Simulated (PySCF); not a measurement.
# singlet [SiF3]+ at 6 levels

Aim: a comparison of 6 runs (PBE0/STO-3G, BCCD(T)/STO-3G, CCSDT(Q)/STO-3G, CCSDT/STO-3G, QCISD(T)/STO-3G, FCI/STO-3G) of singlet [SiF3]+. Input form: a Python script.

Program for the calculation: PySCF 2.14.0.

3 further runs of the same task are left out: 3 set aside as unsound or not needed.

## 1. The structure to begin with

[SiF3]+: 4 atoms, total charge +1, spin state singlet. As SMILES of the parent species, `F[Si](F)F`. Geometry: relaxed at GFN2-xTB. That shape belongs to the parent species and isn't relaxed for this state.

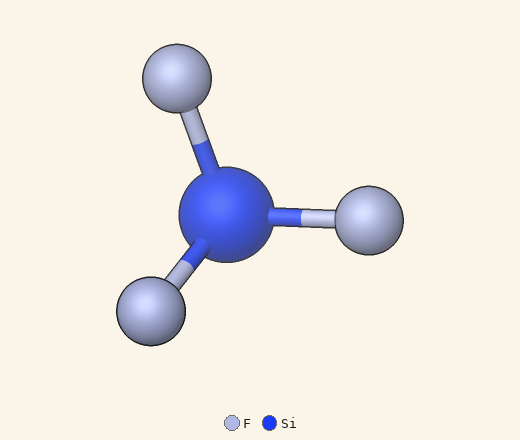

Viewed from a chosen angle; fluorine light blue, silicon blue.

## 2. A single-point energy at PBE0/STO-3G (run 1)

geometry.xyz

```xyz
4

F      0.787890    -0.508980     1.119030
Si    -0.325240     0.244050     0.268860
F     -0.962750    -0.889100    -0.646850
F      0.500100     1.154030    -0.741040
```

calc.py

```python
from pyscf import gto, dft

mol = gto.M(
    atom='geometry.xyz',
    verbose=4,
    charge=1,
    max_memory=1860,
    basis='sto-3g',
    spin=0,
)

calc0 = dft.RKS(mol, xc='pbe0')
calc0.conv_tol = 1e-10
calc0.grids.level = 5
calc0.kernel()
if not calc0.converged:
    calc0 = calc0.newton().run(calc0.mo_coeff, calc0.mo_occ)

etot = calc0.e_tot
print('E = %.10f Eh' % etot)
```

Started as:

```bash
$ OMP_NUM_THREADS=1 python calc.py
```

Output:

```text
PySCF version 2.14.0

[INPUT] num. atoms = 4
[INPUT] num. electrons = 40
[INPUT] charge = 1
[INPUT] spin (= nelec alpha-beta = 2S) = 0
[INPUT] symmetry False subgroup None
[INPUT] Mole.unit = angstrom
[INPUT] Symbol           X                Y                Z      unit          X                Y                Z       unit  Magmom
[INPUT]  1 F      0.787890000000  -0.508980000000   1.119030000000 AA    1.488896316284  -0.961832802881   2.114660225172 Bohr   0.0
[INPUT]  2 Si    -0.325240000000   0.244050000000   0.268860000000 AA   -0.614614524754   0.461187660700   0.508071765851 Bohr   0.0
[INPUT]  3 F     -0.962750000000  -0.889100000000  -0.646850000000 AA   -1.819333826425  -1.680155497351  -1.222369343675 Bohr   0.0
[INPUT]  4 F      0.500100000000   1.154030000000  -0.741040000000 AA    0.945052034895   2.180800639532  -1.400362647348 Bohr   0.0

nuclear repulsion = 176.933543010771
number of shells = 14
number of NR pGTOs = 72
number of NR cGTOs = 24
basis = sto-3g
ecp = {}

******** <class 'pyscf.dft.rks.RKS'> ********
method = RKS
initial guess = minao
damping factor = 0
level_shift factor = 0
DIIS = <class 'pyscf.scf.diis.CDIIS'>
diis_start_cycle = 1
diis_space = 8
diis_damp = 0
SCF conv_tol = 1e-10
SCF conv_tol_grad = None
SCF max_cycles = 50
direct_scf = True
direct_scf_tol = 1e-13
XC library pyscf.dft.libxc version 7.0.0
    S. Lehtola, C. Steigemann, M. J.T. Oliveira, and M. A.L. Marques.,  SoftwareX 7, 1–5 (2018)
XC functionals = pbe0
radial grids:
    Treutler-Ahlrichs [JCP 102, 346 (1995); DOI:10.1063/1.469408] (M4) radial grids

becke partition: Becke, JCP 88, 2547 (1988); DOI:10.1063/1.454033
pruning grids: <function nwchem_prune>
grids dens level: 5
symmetrized grids: False
atomic radii adjust function: <function treutler_atomic_radii_adjust>
small_rho_cutoff = 0
Set gradient conv threshold to 1e-05
Initial guess from minao.
tot grids = 175192
init E= -581.162962084382
  HOMO = -0.517310095710689  LUMO = -0.211206866719709  gap/eV = 8.32949
cycle= 1 E= -580.420611886959  delta_E= 0.742  |g|= 0.768  |ddm|= 2.71
  HOMO = -0.39691336513095  LUMO = -0.328283230466896  gap/eV = 1.86752
cycle= 2 E= -580.148008855066  delta_E= 0.273  |g|= 1.19  |ddm|= 3.06
  HOMO = -0.548958613523438  LUMO = -0.366137296985334  gap/eV = 4.97482
cycle= 3 E= -580.72072486595  delta_E= -0.573  |g|= 0.0247  |ddm|= 1.77
  HOMO = -0.557870055772754  LUMO = -0.366533746014813  gap/eV = 5.20653
cycle= 4 E= -580.720877709622  delta_E= -0.000153  |g|= 0.0127  |ddm|= 0.0392
  HOMO = -0.559246987242661  LUMO = -0.366205218188121  gap/eV = 5.25293
cycle= 5 E= -580.72091508587  delta_E= -3.74e-05  |g|= 0.00813  |ddm|= 0.0237
  HOMO = -0.559728557119847  LUMO = -0.366099096910513  gap/eV = 5.26893
cycle= 6 E= -580.720940878539  delta_E= -2.58e-05  |g|= 0.00127  |ddm|= 0.0123
  HOMO = -0.559884174352437  LUMO = -0.366046486690831  gap/eV = 5.27459
cycle= 7 E= -580.720941505633  delta_E= -6.27e-07  |g|= 3.86e-05  |ddm|= 0.00192
  HOMO = -0.559885110052943  LUMO = -0.366047607787093  gap/eV = 5.27459
cycle= 8 E= -580.720941505356  delta_E= 2.77e-10  |g|= 4.78e-05  |ddm|= 0.000132
  HOMO = -0.559885223879499  LUMO = -0.36604795518121  gap/eV = 5.27458
cycle= 9 E= -580.720941506278  delta_E= -9.21e-10  |g|= 1.75e-06  |ddm|= 7.66e-05
  HOMO = -0.559885073276392  LUMO = -0.366047903057891  gap/eV = 5.27458
cycle= 10 E= -580.720941506279  delta_E= -1.93e-12  |g|= 8.25e-08  |ddm|= 3.79e-06
  HOMO = -0.559885098273839  LUMO = -0.366047903937962  gap/eV = 5.27458
Extra cycle  E= -580.72094150628  delta_E= -4.55e-13  |g|= 7.99e-08  |ddm|= 2.96e-07
converged SCF energy = -580.72094150628
E = -580.7209415063 Eh
```

Run time: 3.9 s. Hardware: 1 thread of Arm Neoverse V1, shared host; peak memory 0.22 GiB.

## 3. A single-point energy at BCCD(T)/STO-3G (run 2)

input.py

```python
from pyscf import gto, cc
from pyscf.cc.bccd import bccd_kernel_

system = gto.Mole()
system.atom = [
    ('F', (0.787890, -0.508980, 1.119030)),
    ('Si', (-0.325240, 0.244050, 0.268860)),
    ('F', (-0.962750, -0.889100, -0.646850)),
    ('F', (0.500100, 1.154030, -0.741040)),
]
system.basis = 'sto-3g'
system.verbose = 3
system.max_memory = 1860
system.charge = 1
system.build()

mf = system.RHF()
mf.conv_tol = 1e-10
mf.kernel()
if not mf.converged:
    mf = mf.newton().run(mf.mo_coeff, mf.mo_occ)

mycc = cc.CCSD(mf, frozen=8).run()
mycc = bccd_kernel_(mycc, diis=True)
e_t = mycc.ccsd_t()
energy = mycc.e_tot + e_t
print('E = %.10f Eh' % energy)
```

Started as:

```bash
$ OMP_NUM_THREADS=1 python input.py
```

Output:

```text
converged SCF energy = -579.471557967204
E(CCSD) = -579.6147025288973  E_corr = -0.1431445616934436
BCCD loop starts.

[... 25 lines left out ...]
CCSD converged
[... 27 lines left out ...]
CCSD converged
[... 3 lines left out ...]
******** <class 'pyscf.cc.ccsd.CCSD'> ********
CC2 = 0
CCSD nocc = 12, nmo = 16
frozen orbitals 8
max_cycle = 50
direct = 0
conv_tol = 1e-07
conv_tol_normt = 1e-05
diis_space = 6
diis_start_cycle = 0
diis_start_energy_diff = 1e+09
Init E_corr(CCSD) = -0.154770614881871
cycle = 1  E_corr(CCSD) = -0.155199613770191  dE = -0.000428998888  norm(t1,t2) = 0.00167923
cycle = 2  E_corr(CCSD) = -0.154933061426427  dE = 0.000266552344  norm(t1,t2) = 0.000485049
cycle = 3  E_corr(CCSD) = -0.154997952299796  dE = -6.48908734e-05  norm(t1,t2) = 0.000327321
cycle = 4  E_corr(CCSD) = -0.15499405914953  dE = 3.89315027e-06  norm(t1,t2) = 7.50165e-05
cycle = 5  E_corr(CCSD) = -0.154992583973911  dE = 1.47517562e-06  norm(t1,t2) = 2.3925e-05
cycle = 6  E_corr(CCSD) = -0.154993716734893  dE = -1.13276098e-06  norm(t1,t2) = 1.35307e-05
cycle = 7  E_corr(CCSD) = -0.15499381940368  dE = -1.02668787e-07  norm(t1,t2) = 2.90264e-06
cycle = 8  E_corr(CCSD) = -0.154993869106992  dE = -4.97033115e-08  norm(t1,t2) = 1.15982e-06
CCSD converged
E(CCSD) = -579.6105994382948  E_corr = -0.1549938691069915
BCC iter:    2  E:    -579.610599438295  dE:    5.800e-05  |t1|:    8.330e-06
CCSD(T) correction = -0.0197663476652658
E = -579.6303657860 Eh
```

It took 1.2 s on 1 thread of Arm Neoverse V1, shared host; peak memory 0.12 GiB.

Runs 3 to 5 aren't shown in full; the table further down has their settings and results.

## 4. The energy at FCI/STO-3G (run 6)

calc.py

```python
from pyscf import gto, mcscf
from pyscf import fci

mol = gto.Mole()
mol.atom = [
    ('F', (0.787890, -0.508980, 1.119030)),
    ('Si', (-0.325240, 0.244050, 0.268860)),
    ('F', (-0.962750, -0.889100, -0.646850)),
    ('F', (0.500100, 1.154030, -0.741040)),
]
mol.basis = 'sto-3g'
mol.verbose = 3
mol.max_memory = 1860
mol.charge = 1
mol.build()

mf = mol.RHF()
mf.conv_tol = 1e-10
mf.kernel()
if not mf.converged:
    mf = mf.newton().run(mf.mo_coeff, mf.mo_occ)

cas = mcscf.CASCI(mf, mf.mo_coeff.shape[-1] - 8, (mol.nelec[0] - 8, mol.nelec[1] - 8))  # full CI above the frozen core
cas.fcisolver = fci.direct_spin0.FCI(mol)  # even spin states alone
cas.kernel()
print('<S^2> = %.4f' % cas.fcisolver.spin_square(cas.ci, cas.ncas, cas.nelecas)[0])
e_final = cas.e_tot
print('E(%s) = %.9f' % ('FCI', e_final))
```

Started as:

```bash
$ OMP_NUM_THREADS=1 python calc.py
```

Output:

```text
converged SCF energy = -579.471557967204
CASCI E = -579.633018687195  E(CI) = -132.586061374117  S^2 = 0.0000000
<S^2> = 0.0000
E(FCI) = -579.633018687
```

Wall time 2.6 min (1 thread of Arm Neoverse V1, shared host); peak memory 0.84 GiB.

## 5. The series

```
run            level  integration grid  frozen core orbitals  energy (Eh)  HOMO energy (eV)  LUMO energy (eV)  HOMO–LUMO gap (eV)  wall time
  1      PBE0/STO-3G                 5                     –  -580.720942            -15.24             -9.96                5.27      3.9 s
  2   BCCD(T)/STO-3G                 –                     8  -579.630366                 –                 –                   –      1.2 s
  3  CCSDT(Q)/STO-3G                 –                     8  -579.633688            -20.48             -6.63               13.85      6.6 s
  4     CCSDT/STO-3G                 –                     8  -579.632300            -20.48             -6.63               13.85      2.4 s
  5  QCISD(T)/STO-3G                 –                     8  -579.633792            -20.48             -6.63               13.85     0.78 s
  6       FCI/STO-3G                 –                     8  -579.633019            -20.48             -6.63               13.85    2.6 min
```

## 6. Results

```
                                          quantity          value
                               run 6: total energy  -579.63302 Eh
        run 6: HOMO energy (Hartree–Fock orbitals)      -20.48 eV
        run 6: LUMO energy (Hartree–Fock orbitals)       -6.63 eV
      run 6: HOMO–LUMO gap (Hartree–Fock orbitals)       13.85 eV
run 6: correlation energy (8 core orbitals frozen)     -161.5 mEh
```

**Reading.** Against full CI in this basis: BCCD(T) +2.7 mEh; CCSDT(Q) -0.7 mEh; CCSDT +0.7 mEh; QCISD(T) -0.8 mEh. In runs 1, 2, 3, 4, 5, 6 the basis is minimal, so the values are rough. All runs together took 2.9 min, the longest 2.6 min.
